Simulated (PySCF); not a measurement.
# C$_{2}$H$_{3}$F$_{3}$, SMILES `CC(F)(F)F`: electronic structure

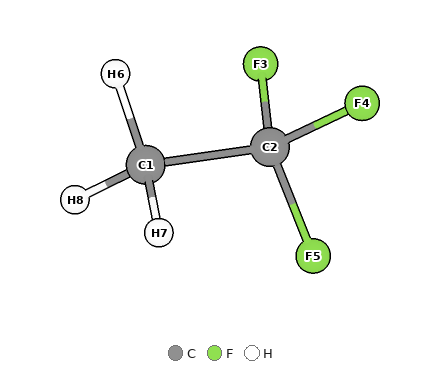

The molecule, with its atoms numbered as below. No frequency check shows the geometry to be a minimum.

Coordinates in Å:

```
C1      -1.4872    0.0030    0.0011
C2       0.0203    0.0000    0.0001
F3       0.5320    0.5977   -1.0872
F4       0.5337    0.6409    1.0616
F5       0.5262   -1.2427    0.0246
H6      -1.8384    1.0332   -0.0178
H7      -1.8432   -0.4919    0.8987
H8      -1.8435   -0.5231   -0.8803
```

## 1. Bonding charge

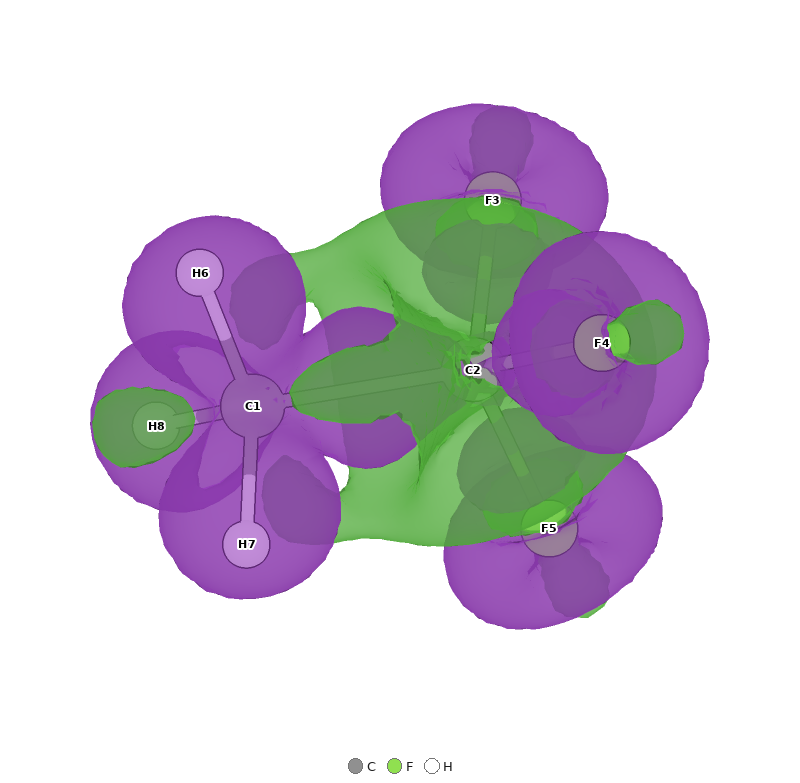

Deformation density (molecule less spherical, spin-averaged free atoms at the same positions), surfaces at ±0.07 e/Å³; purple: gain, green: loss.

PySCF calculation, PBE0/def2-TZVP, gas phase; geometry: GFN2-xTB.

Question: Describe the bonding that the map shows.

Answer: C1–H7: +0.73 e/Å³ at the bond critical point (bond length 1.08 Å, Mayer order 1.0). C1–H8 and C1–H6: +0.72 e/Å³ at the bond critical point (bond length 1.09 Å, Mayer order 1.0). C1–C2: +0.58 e/Å³ at the bond critical point (bond length 1.51 Å, Mayer order 1.0). C2–F5, C2–F4 and C2–F3: +0.14 e/Å³ at the bond critical point (bond length 1.34 Å, Mayer order 1.1). In all, 1.7 electrons gather in the regions of gain relative to the promolecule. A small or negative value marks a very polar bond, one between electron-rich atoms, whose free-atom densities already overlap strongly, a long bond to a heavier atom, or a closed-shell contact such as a hydrogen bond.

Question: Where do the Hirshfeld charges lie?

Answer: The highest Hirshfeld charge is on C2 (+0.25 e), the lowest on C1 (−0.14 e).

| atom | charge (e) |
| --- | --- |
| C1 | −0.14 |
| C2 | +0.25 |
| F3 | −0.10 |
| F4 | −0.10 |
| F5 | −0.10 |
| H6 | +0.06 |
| H7 | +0.06 |
| H8 | +0.06 |

## 2. Bond critical points

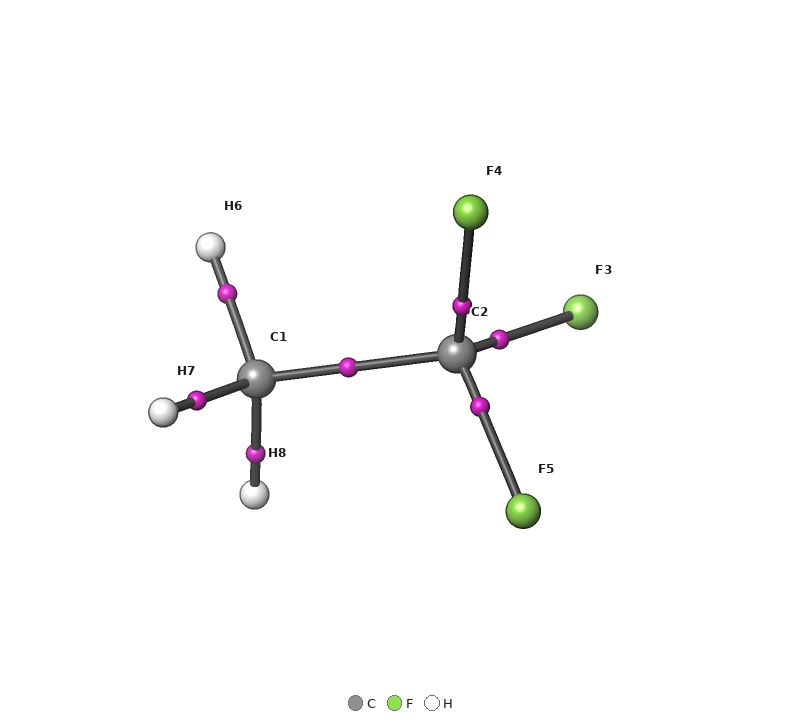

Molecular graph of the electron density (QTAIM): bond paths, bond critical points (magenta), ring points (cyan, if any); weak paths are dashed.

Question: How many critical points of each kind are there, and does the count close?

Answer: 8 nuclei, 7 bond, 0 ring and 0 cage critical points: 8 − 7 + 0 − 0 = 1, as the Poincaré–Hopf relation requires.

Question: What does the calculation give at each kind of bond critical point?

Answer:
| bond | length (Å) | ρ (a.u.) | ∇²ρ (a.u.) | ε | H (a.u.) |
| --- | --- | --- | --- | --- | --- |
| C2–F5 (3 alike) | 1.342 | 0.284 | −0.46 | 0.12 | −0.448 |
| C1–H7 | 1.085 | 0.282 | −0.98 | 0.01 | −0.285 |
| C1–H8 (2 alike) | 1.087 | 0.281 | −0.97 | 0.01 | −0.284 |
| C1–C2 | 1.508 | 0.269 | −0.73 | 0.00 | −0.249 |

Question: What kind of interaction is C1–H8?

Answer: Shared-shell (covalent): ρ = 0.281, ∇²ρ = −0.97, H = −0.284 a.u.

## 3. Local ionisation energy

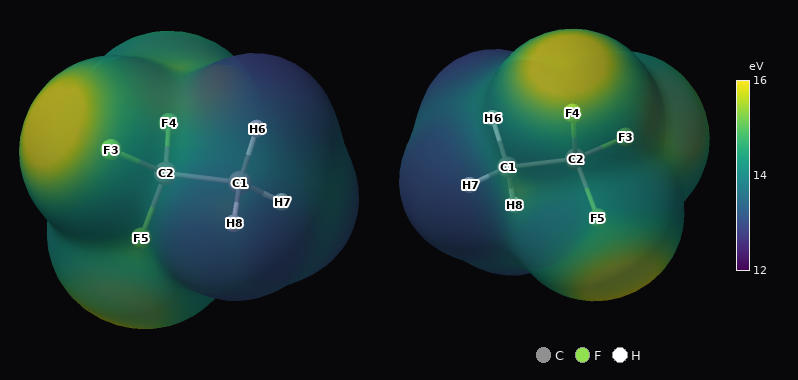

Average local ionisation energy on the surface of electron density 0.001 a.u. (back view left, front view right).

Question: Locate the minima of the map.

Answer: The lowest value is 12.8 eV, 1.3 Å from H6, and at like points elsewhere. Further minima include 13.8 eV, 1.7 Å from F5, and at like points elsewhere. For comparison, the highest occupied orbital lies at −10.9 eV.

## 4. In an electric field

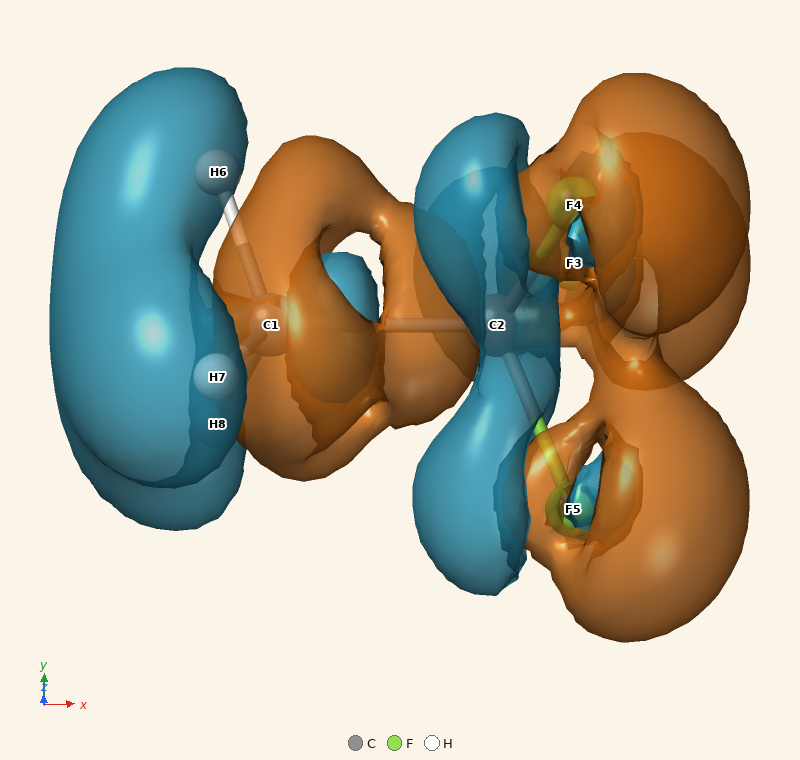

Change of the electron density in a uniform field of 0.21 V/Å, surfaces at ±0.001 e/Å³ (light blue: gain, orange: loss).

Computed with PySCF, PBE0/def2-TZVP, geometry: GFN2-xTB. A basis without diffuse functions makes polarisabilities too small.

Question: Along which Cartesian direction does the field point?

Answer: Along +x: electrons gather on the −x side, against the field.

Question: What dipole is induced, and what polarisability does it imply?

Answer: The induced dipole is 0.28 D (along the field); α along this axis, from the fields in both directions, is 28 bohr³ (4.1 Å³).

Question: Which atoms gain and lose the most charge?

Answer: Electrons gather most on H6, H7 and H8 alike (Hirshfeld charge changes by −0.004 e) and leave F3, F4 and F5 alike most (+0.004 e); 0.032 electrons are displaced in all.

## 5. Removing or adding an electron

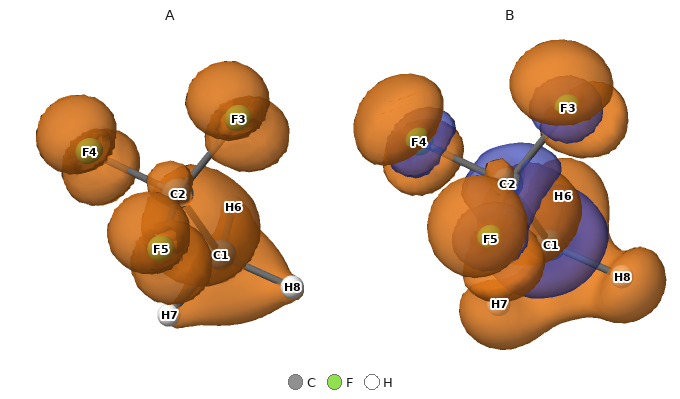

The Fukui function f⁻ from two separate SCF calculations and the density of the HOMO, at ±0.03 e/Å³ (orange positive, blue negative).

Level of theory: PBE0/def2-TZVP (PySCF), at a geometry from GFN2-xTB.

Question: Which panel is which, and how good is the frozen-orbital picture?

Answer: B is f⁻ (it has negative regions), A the HOMO density. The HOMO lies on C1 (24 %), F3, F4 and F5 (17 % each) and C2 (17 %); f⁻ (Hirshfeld-condensed) is largest on F3, F4 and F5 (0.18 each), C1 (0.14) and C2 (0.10); the vertical ionisation energy is 13.47 eV (the stability of the cation's solution wasn't checked). Relaxation shifts 16 % of the electron between atoms. The orbital energy is −10.93 eV.
